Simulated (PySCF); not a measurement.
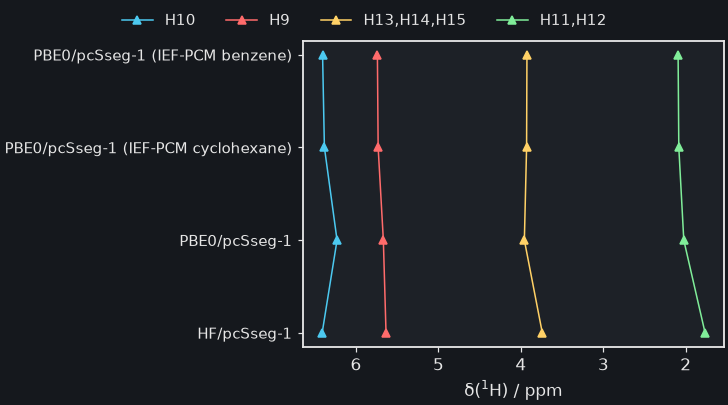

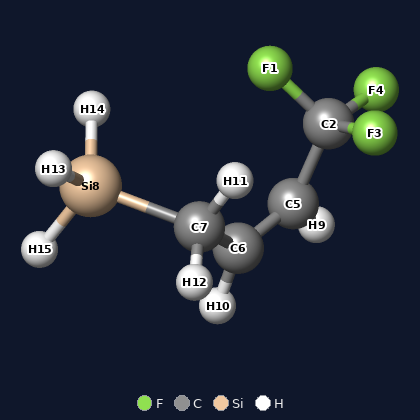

GIAO ¹H shifts of C₄H₇F₃Si, SMILES FC(F)(F)/C=C\C[SiH3] at several levels, one geometry, PySCF, at a PBE0-D3(BJ)/def2-SVP geometry (no frequency check); values of one conformer, averaged over nuclei that symmetry or rotation about single bonds exchange, these motions taken as fast; other conformers aren't averaged in; each against TMS at the same level.

> Which of the plotted signals depends most on the level, and by how much?

That of H11 and H12: from 1.77 ppm (HF/pcSseg-1) to 2.09 ppm (PBE0/pcSseg-1 (IEF-PCM benzene)), a spread of 0.33 ppm. The steadiest, H9, moves by 0.10 ppm.

> Do all levels give the signals in the same order?

Yes, the order of the signals is the same at every level.
